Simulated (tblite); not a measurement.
# Molecular dynamics of C2H8O3Si2 (part 2 of 2)

The same run, continued: C2H8O3Si2, SMILES O=C(CO[SiH3])O[SiH3]; GFN2-xTB Langevin dynamics, gas phase (tblite 0.8.0). It belongs to a series of runs on one base structure; here: H on C replaced by OSiH3.

Geometry of the input (Å):
```
O  1.1481  -1.0005  1.6390
C  0.6414  -0.5247  0.6567
C  -0.8518  -0.2494  0.5559
O  -1.1589  0.4832  -0.5755
Si -2.6038  0.9841  -1.1177
O  1.3137  -0.2119  -0.4237
Si 2.9571  -0.4417  -0.5667
H  -1.1610  0.2738  1.4704
H  -1.3618  -1.2236  0.5491
H  -3.4872  -0.1554  -1.3856
H  -2.1626  1.6866  -2.3081
H  -3.2647  1.8390  -0.1263
H  3.6358  0.3692  0.4370
H  3.1053  0.0408  -1.9312
H  3.2460  -1.8616  -0.4008
```

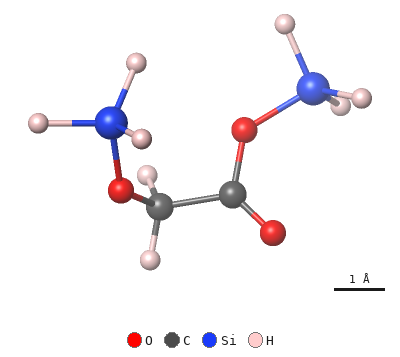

Fig. 1: The geometry at step 31 of the log (ball-and-stick view, seen at a tilt).

Trajectory as extended XYZ, continued:
```
15
Properties=species:S:1:pos:R:3:forces:R:3 step=21 time_fs=525.0 energy=-656.33858 temperature=221.5
O     0.3891   -0.5190    1.8562    1.8756  -0.0110   1.2422
C    -0.0804   -0.5485    0.7763   -2.2270  -0.2335  -1.4716
C    -1.6484   -0.4592    0.6789    1.6218   0.6269  -0.7373
O    -1.8511    0.9136    0.3677   -0.3788  -1.0135  -0.8072
Si   -1.9219    1.4193   -1.1915   -0.4992   0.1159  -0.0794
O     0.5416   -0.6238   -0.4038    0.5745  -0.1868   1.4172
Si    2.2484   -0.8357   -0.4089   -0.3828   0.2875  -0.2964
H    -2.0769   -0.5824    1.6669   -0.0434  -0.4351   0.0298
H    -1.9349   -1.2339   -0.0737   -0.4447   0.9073   0.3878
H    -0.5914    1.4958   -1.8457   -0.3674   0.0498   0.1638
H    -2.5906    2.7509   -0.9506    0.4312  -0.8110  -0.2194
H    -2.7409    0.3514   -1.9106    0.3988   0.7253   0.2662
H     2.8827    0.4630   -0.1657   -0.1554  -0.0297   0.0192
H     2.3626   -1.2146   -1.8275   -0.0672  -0.0527   0.3517
H     2.7533   -1.7786    0.6023   -0.3360   0.0606  -0.2667
15
Properties=species:S:1:pos:R:3:forces:R:3 step=23 time_fs=575.0 energy=-656.53670 temperature=303.7
O     0.3384   -0.2437    1.9829    0.1481  -0.1426  -0.2956
C    -0.1654   -0.4734    0.9167   -0.2395   0.4646   0.5186
C    -1.6485   -0.4430    0.6376   -0.9423  -0.4248  -0.1824
O    -2.0719    0.8194    0.1858    0.3507  -0.1997  -1.1837
Si   -1.7907    1.6418   -1.2438   -0.3508  -1.5579   0.9649
O     0.4835   -0.7496   -0.1853    0.2586   0.0374  -0.2384
Si    2.1234   -0.8679   -0.2960    0.9345   0.2043   0.4745
H    -2.2314   -0.5650    1.5687    0.2938  -0.3841  -0.2285
H    -1.8072   -1.3404   -0.0779   -0.2910   1.4605   0.6665
H    -0.4492    2.1036   -1.2712    0.9612   0.2690  -0.1158
H    -2.7078    2.7101   -1.0792   -0.5949   0.5391   0.1231
H    -2.0638    0.7560   -2.3775    0.0112   0.0336  -0.0098
H     2.8017    0.4426   -0.0673   -0.3848  -0.4934  -0.0565
H     2.2378   -1.3432   -1.6518   -0.0627  -0.0391  -0.3070
H     2.5814   -1.8855    0.6677   -0.0920   0.2331  -0.1299
15
Properties=species:S:1:pos:R:3:forces:R:3 step=24 time_fs=600.0 energy=-656.58933 temperature=367.1
O     0.3141   -0.1334    1.9431    0.5972   0.2935   0.9802
C    -0.1701   -0.3538    0.8833   -0.2577  -0.4892  -0.8322
C    -1.6964   -0.3234    0.6448    0.5805  -1.3814  -0.0657
O    -2.0868    0.8223    0.0169   -0.7071  -0.1759   0.6086
Si   -1.7428    1.7414   -1.2368    0.4140   0.5833  -0.5512
O     0.5451   -0.7044   -0.1867   -0.4766   0.2280   0.2134
Si    2.2022   -0.8758   -0.3526   -0.2317   0.2984   0.4650
H    -2.2273   -0.4913    1.6080    0.3131   0.6173  -0.2902
H    -1.9130   -1.2502    0.0591   -0.0385   0.5133  -0.1898
H    -0.5121    2.5214   -1.0694    0.1166  -0.1082   0.0620
H    -2.8624    2.6680   -1.1640   -0.1143  -0.1181  -0.0388
H    -1.6020    1.0062   -2.4937   -0.0914  -0.0821   0.0076
H     2.8565    0.4006   -0.0774   -0.0456   0.0916  -0.1160
H     2.1623   -1.2317   -1.7596    0.0890  -0.1489   0.0281
H     2.7090   -1.7832    0.6851   -0.1477  -0.1217  -0.2809
15
Properties=species:S:1:pos:R:3:forces:R:3 step=25 time_fs=625.0 energy=-656.30853 temperature=216.9
O     0.3871   -0.0811    1.9364   -0.5992  -0.3279  -1.2790
C    -0.1056   -0.2981    0.8537   -0.2856   0.3145  -1.0123
C    -1.6753   -0.2591    0.5217    1.5491   0.3177   0.8576
O    -2.1992    0.9147   -0.0076    0.5615   0.5824  -0.1929
Si   -1.7078    1.8837   -1.2790   -0.0205  -0.8120   0.7743
O     0.5758   -0.6066   -0.2638    0.2992   0.2084   1.0293
Si    2.2670   -0.8418   -0.4096   -1.2885  -0.8915  -0.5870
H    -2.0822   -0.5674    1.4763   -0.7312   0.6832   0.5563
H    -1.9373   -1.0498   -0.1317    0.2337  -1.0070  -1.0661
H    -0.5027    2.6823   -0.8595   -0.6051  -0.3108  -0.2489
H    -2.9863    2.5697   -1.5229    0.3632  -0.0141   0.1942
H    -1.3932    1.0255   -2.4463    0.0729   0.2364   0.2172
H     2.8379    0.4755   -0.4252    0.2751   0.2562   0.1384
H     2.2605   -1.5543   -1.7276   -0.0037   0.4714   0.4337
H     2.5981   -1.8828    0.5596    0.1793   0.2932   0.1853
15
Properties=species:S:1:pos:R:3:forces:R:3 step=27 time_fs=675.0 energy=-656.42370 temperature=245.7
O     0.3028   -0.2822    1.8365   -0.5191  -0.3743  -1.3408
C    -0.1944   -0.3565    0.7317    1.8952   0.8271  -0.6082
C    -1.6670   -0.1602    0.4545   -0.7374  -0.8392   0.3085
O    -2.0777    1.0618   -0.0684    0.1659  -0.2914   0.6313
Si   -1.5823    2.0752   -1.2237   -0.7055  -0.1502  -0.1463
O     0.5445   -0.5046   -0.4133   -0.3544  -0.0062   1.4319
Si    2.2215   -0.7934   -0.5306   -1.1037   0.3064   0.4537
H    -2.1407   -0.4175    1.4321   -0.1299   0.8263  -0.3171
H    -2.0354   -0.9483   -0.2168    0.3050  -0.0879  -0.2695
H    -0.6575    3.0433   -0.7424    0.5736   0.4503   0.3817
H    -2.8172    2.6725   -1.7095   -0.2650   0.1092   0.3309
H    -1.1075    1.4463   -2.4111    0.5812  -0.5652  -0.5714
H     2.8907    0.4924   -0.5105    0.0805   0.1416   0.0813
H     2.2056   -1.4017   -1.8270    0.0398  -0.2550  -0.4564
H     2.5464   -1.6762    0.5704    0.1737  -0.0916   0.0905
15
Properties=species:S:1:pos:R:3:forces:R:3 step=28 time_fs=700.0 energy=-656.20183 temperature=205.0
O     0.2408   -0.3962    1.8174    0.3035   0.1609   1.1524
C    -0.2165   -0.3507    0.7261    1.6586  -0.8690  -1.8572
C    -1.6607   -0.2307    0.4121   -1.6240  -0.0356  -0.6001
O    -1.9560    1.0854   -0.0686   -0.3786  -1.4258   1.1195
Si   -1.5668    2.1719   -1.2084    0.1019  -0.8646   0.1367
O     0.5896   -0.5168   -0.3674   -1.7822   0.3606   0.7911
Si    2.1863   -0.7883   -0.5401    0.2329  -0.6969  -0.3098
H    -2.1819   -0.5099    1.4122    0.2790   0.9323  -1.4953
H    -2.0181   -0.9920   -0.3888    0.6894   1.0010   1.0770
H    -0.6768    3.1475   -0.5865   -0.0847   0.2457  -0.0111
H    -2.9764    2.5903   -1.4608    0.7370   0.0290  -0.1942
H    -0.7020    1.4371   -2.1801   -0.5044   0.4088  -0.0705
H     2.8077    0.4921   -0.3137    0.2945   0.2540  -0.0691
H     2.0954   -1.3699   -1.9036    0.1650   0.3230   0.3408
H     2.7019   -1.8246    0.3651   -0.0880   0.1766  -0.0102
15
Properties=species:S:1:pos:R:3:forces:R:3 step=29 time_fs=725.0 energy=-656.19427 temperature=221.2
O     0.2416   -0.4468    1.9178   -0.5793  -0.0890  -2.6901
C    -0.1565   -0.4363    0.7568    0.1039   0.2862   1.1131
C    -1.6373   -0.2989    0.3227   -0.1571  -0.6470  -1.7703
O    -1.9126    1.0382   -0.0849   -0.3544  -2.9729   1.9734
Si   -1.5172    2.1109   -1.1477    0.2832   2.1636  -0.8854
O     0.5803   -0.4956   -0.3574   -0.1913   0.0538   1.1975
Si    2.1967   -0.8138   -0.5242    0.2304   0.0327  -0.4351
H    -2.3363   -0.6517    1.1203    0.4509   0.5758  -0.5781
H    -1.7461   -1.0261   -0.6452    0.0581   1.3964   1.9620
H    -0.9572    3.2139   -0.3141    0.0164  -0.3730  -0.3655
H    -2.7771    2.5670   -1.7339   -0.2027  -0.0517   0.0917
H    -0.7311    1.7947   -2.3207    0.4283  -0.3020  -0.0232
H     3.0387    0.3254   -0.1914   -0.0466   0.0949   0.2287
H     2.1955   -0.9149   -1.9960   -0.0359  -0.2078   0.3249
H     2.5031   -1.9848    0.2944   -0.0037   0.0401  -0.1433
15
Properties=species:S:1:pos:R:3:forces:R:3 step=31 time_fs=775.0 energy=-656.38748 temperature=306.4
O     0.1738   -0.6103    1.9064    0.6756  -0.0984   2.3206
C    -0.1690   -0.5632    0.7921   -0.2937   0.1573  -2.8422
C    -1.5859   -0.5017    0.2552   -0.6557   0.9320  -0.5877
O    -1.9666    0.8563   -0.0530    0.7581  -1.1812  -0.5242
Si   -1.3542    2.0179   -1.0440   -1.0125  -0.6974  -0.1345
O     0.6666   -0.5603   -0.2595   -0.5079   0.1555   0.4705
Si    2.2637   -0.8785   -0.3757    0.4752   0.1204   0.3050
H    -2.3013   -0.7225    1.0574    0.1221  -0.6493  -0.3269
H    -1.5877   -1.2036   -0.6624   -0.4952   1.0789   1.2129
H    -0.8511    2.9889   -0.1386    0.5302   0.6406   0.4885
H    -2.6006    2.5494   -1.6565    0.3978  -0.2422   0.0465
H    -0.3759    1.5357   -2.0119   -0.0263  -0.0079  -0.0102
H     3.1256   -0.1369    0.5356   -0.1100   0.0377   0.1079
H     2.4343   -0.4423   -1.7253    0.1089   0.1627  -0.6120
H     2.4273   -2.2983   -0.1933    0.0333  -0.4088   0.0858
15
Properties=species:S:1:pos:R:3:forces:R:3 step=32 time_fs=800.0 energy=-656.42823 temperature=308.1
O     0.1569   -0.6596    1.9099   -0.6184  -0.0038  -2.1596
C    -0.1807   -0.6198    0.7306    0.6541   0.3313   1.6063
C    -1.6495   -0.4511    0.2549    0.2838   1.0939   1.6829
O    -2.0070    0.8330   -0.1445    0.4322   0.3668  -0.3798
Si   -1.2437    1.9877   -0.9871    0.0422   0.4760   0.1123
O     0.6849   -0.7037   -0.2803   -0.8005   0.0459   0.1728
Si    2.3341   -0.9230   -0.3183   -0.0832  -0.3020  -1.1397
H    -2.3555   -0.5691    1.1131    0.6267  -0.8790  -0.4833
H    -1.7315   -1.1214   -0.5604   -0.5884  -0.8755  -0.7591
H    -0.2353    2.7552   -0.2118   -0.3004  -0.2919  -0.0845
H    -2.3685    2.7951   -1.4533   -0.0237  -0.0428   0.2765
H    -0.6085    1.4677   -2.1680    0.3705  -0.2953  -0.3922
H     2.8279   -0.1829    0.7762    0.5402   0.4382   0.8243
H     2.8054   -0.3454   -1.6302   -0.4941  -0.2687   0.6596
H     2.5393   -2.3791   -0.2919   -0.0410   0.2071   0.0634
15
Properties=species:S:1:pos:R:3:forces:R:3 step=33 time_fs=825.0 energy=-656.37672 temperature=314.1
O     0.1227   -0.5588    1.8367    0.2753   0.0770  -0.3550
C    -0.1903   -0.5629    0.6708    0.2074  -0.1890   1.0129
C    -1.6470   -0.4127    0.2351    0.5205   0.5896   2.4934
O    -1.9926    0.8109   -0.2022    0.0766   2.4361  -0.8038
Si   -1.0991    1.9762   -0.9598    0.2048  -0.7844   0.2787
O     0.6638   -0.7904   -0.3144   -0.1193   0.3272   0.4939
Si    2.3350   -0.9655   -0.1749   -0.4726  -0.9824  -0.1725
H    -2.3280   -0.6241    1.1002    0.5851  -0.3112  -0.5394
H    -1.6815   -1.0750   -0.5354   -0.8672  -2.3665  -2.2884
H     0.1502    2.2697   -0.2029   -0.2537  -0.0878  -0.2322
H    -2.0185    3.0933   -0.7943   -0.0171  -0.1589  -0.2351
H    -0.6979    1.4250   -2.2971   -0.2117   0.4126   0.4361
H     2.9378   -0.4268    1.0220   -0.0499   0.1946   0.1006
H     2.6034   -0.3558   -1.4488    0.2800   0.2781  -0.2836
H     2.5718   -2.4458   -0.2369   -0.1582   0.5650   0.0942
15
Properties=species:S:1:pos:R:3:forces:R:3 step=35 time_fs=875.0 energy=-656.40016 temperature=280.7
O     0.0515   -0.3380    1.7767   -0.3722  -0.2247  -1.8489
C    -0.2742   -0.5349    0.6101   -0.2818  -0.3050   1.6993
C    -1.7025   -0.4044    0.1287    0.2346   0.5104  -0.8622
O    -1.8537    0.9296   -0.2918   -0.4550  -0.3994   0.8742
Si   -0.7920    2.0357   -0.7497    0.7078   1.3855   0.2058
O     0.5248   -0.8870   -0.3359    1.1903   0.1354  -0.0995
Si    2.1797   -0.9653    0.0175    0.2908   0.0131  -0.2790
H    -2.2832   -0.6401    1.0100   -0.8392   0.1369  -0.0513
H    -1.9554   -1.0018   -0.7844    0.3296  -0.1135   0.9610
H     0.5944    2.1859   -0.1513   -0.7368  -0.3020  -0.0683
H    -1.5348    3.2883   -0.4028    0.2348  -0.6775  -0.2050
H    -0.5213    1.8266   -2.1572    0.0077  -0.0270  -0.3440
H     2.6162    0.0355    1.0215   -0.2240  -0.4796  -0.3716
H     2.6945   -0.7112   -1.3302   -0.0577   0.1509   0.0916
H     2.3810   -2.3980    0.2679   -0.0290   0.1964   0.2980
15
Properties=species:S:1:pos:R:3:forces:R:3 step=36 time_fs=900.0 energy=-656.30612 temperature=302.5
O    -0.0179   -0.3606    1.7421   -0.8035  -0.9968  -1.9867
C    -0.3615   -0.6568    0.5899    1.4103   1.2009   2.0097
C    -1.7318   -0.3481    0.0979   -0.9109   1.0135  -1.8658
O    -1.7398    1.0722   -0.2042   -0.1932  -1.5301   0.8141
Si   -0.5499    2.0370   -0.7177    0.0844   0.2567  -0.0989
O     0.5307   -0.9582   -0.3207    0.0762  -0.2233  -0.0888
Si    2.1795   -0.9226    0.0536   -0.2927   0.6522  -0.5923
H    -2.4619   -0.5983    0.8733   -0.0539   0.3652  -0.1228
H    -2.0581   -0.7552   -0.9095    0.6408  -0.3822   1.1865
H     0.5944    1.9253    0.2194   -0.2407   0.2791  -0.3776
H    -1.4900    3.1568   -0.6606    0.3592   0.1708   0.0046
H    -0.0844    1.8540   -2.1292   -0.0995  -0.1297   0.5135
H     2.4934    0.2196    0.8753    0.0765   0.3258   0.2189
H     2.6959   -0.6165   -1.3037   -0.1918  -0.4294   0.3729
H     2.4356   -2.0897    0.8454    0.1388  -0.5728   0.0126
15
Properties=species:S:1:pos:R:3:forces:R:3 step=37 time_fs=925.0 energy=-656.30971 temperature=270.5
O    -0.0431   -0.4881    1.7614    0.1845  -0.0841   0.9247
C    -0.3703   -0.6597    0.6315    1.0110  -0.3455  -1.3806
C    -1.6931   -0.2730    0.0784   -1.5547   0.7774  -1.0210
O    -1.5841    1.1449   -0.1537   -1.0096  -1.0212   0.6124
Si   -0.3809    2.0438   -0.7191    1.2253  -1.3871  -0.8412
O     0.5124   -1.0185   -0.3199   -0.6051   0.2881   0.8510
Si    2.1426   -0.8764    0.0415   -0.0516  -0.8495  -0.5681
H    -2.5404   -0.4928    0.8091    0.9556   0.5005  -0.7942
H    -1.9433   -0.7090   -0.9400    0.4005   0.0569   1.1643
H     0.5948    2.3230    0.2989    0.4904  -0.0419   0.4867
H    -0.8612    3.3148   -1.0893   -0.8007   0.7171  -0.4013
H     0.2881    1.2240   -1.8298   -0.3711   0.7343   0.5388
H     2.3723    0.4199    0.6106    0.1551   0.2178   0.1811
H     2.6137   -1.1635   -1.3074    0.0517   0.3015  -0.1751
H     2.5588   -2.0842    0.7474   -0.0814   0.1356   0.4226
15
Properties=species:S:1:pos:R:3:forces:R:3 step=39 time_fs=975.0 energy=-656.38630 temperature=251.3
O    -0.1471   -0.7101    1.8753   -1.1363   0.1523  -0.5706
C    -0.4153   -0.6612    0.6975    1.9660   0.2124   0.3643
C    -1.6307   -0.0624   -0.0126   -0.3956  -1.6046   1.3486
O    -1.4967    1.2449   -0.2662    0.6800   1.7747  -0.7406
Si   -0.2149    2.0848   -0.8498   -0.8778   0.3514  -0.8550
O     0.5456   -0.9890   -0.1798   -0.1313   0.3291  -0.3018
Si    2.2259   -0.9784   -0.0571   -1.0913  -2.2693  -0.2675
H    -2.5095   -0.1926    0.6099   -0.3450   0.0020   0.6286
H    -1.8448   -0.6385   -0.8880    0.2126  -0.4699  -1.0566
H     0.6302    2.3599    0.2655    0.6322   0.1257   0.5294
H    -0.9044    3.3581   -1.2980    0.3492  -0.8953   0.2205
H     0.5158    1.3688   -1.9413   -0.2989   0.2948   0.3692
H     2.6917    0.3325    0.0282    0.4353   1.4244   0.0451
H     2.4539   -1.7701   -1.2899    0.0026   0.4054   0.2199
H     2.6413   -1.8329    1.0568   -0.0018   0.1670   0.0665
15
Properties=species:S:1:pos:R:3:forces:R:3 step=40 time_fs=1000.0 energy=-656.58472 temperature=387.2
O    -0.3182   -0.8044    1.8467    0.8123  -0.4655   1.8204
C    -0.3437   -0.5843    0.6918   -0.3217  -0.0150  -2.1994
C    -1.6183   -0.0505    0.0376    0.4181  -0.3324  -0.0581
O    -1.4613    1.2434   -0.3908    0.1971   0.5225  -0.3930
Si   -0.1829    2.1473   -0.8415   -0.2718  -0.1853  -0.5362
O     0.6169   -0.8045   -0.2047    0.1194   0.1417   0.4804
Si    2.2697   -1.0535   -0.1159   -0.1525   1.3112   0.3690
H    -2.3638   -0.0646    0.8099   -0.6492   0.0857   0.5604
H    -1.9534   -0.7415   -0.7466    0.1904   0.1729  -0.3147
H     0.9479    2.1438    0.0692    0.1828  -0.1344   0.1551
H    -0.8437    3.4394   -0.7359   -0.0460  -0.0048  -0.1534
H     0.2820    1.7485   -2.2093   -0.1547   0.1569   0.5282
H     2.9136    0.3030   -0.0308   -0.3244  -0.5186  -0.0642
H     2.4912   -1.6314   -1.4041    0.0064  -0.3662  -0.3964
H     2.6508   -1.7535    1.0829   -0.0062  -0.3685   0.2019
```

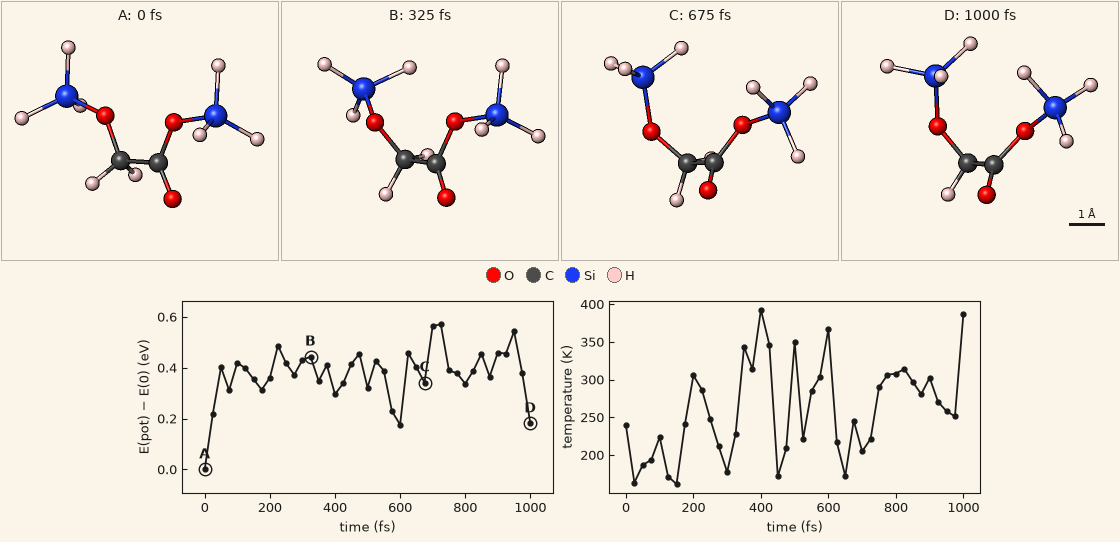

Fig. 2: Frames of the molecular dynamics (ball-and-stick, seen at a tilt) above the curves, on which the letters mark them. The trajectory kept here has 41 frames over 1000 fs. The temperature starts at 239 K, ranges from 162 to 393 K and averages 279 K over the second half. The potential energy ends 0.181 eV above its first value. After an unweighted best fit of the last frame on the first, the root-mean-square displacement is 1.75 Å, and H10 has moved furthest (3.89 Å).

Key numbers:

```tsv
quantity	value
outcome	finished
mean temperature over the second half	279 K
trajectory	41 frames kept, 1000 fs
hardware	1 CPU thread, shared host
wall time	21 s
peak memory	0.19 GiB
```
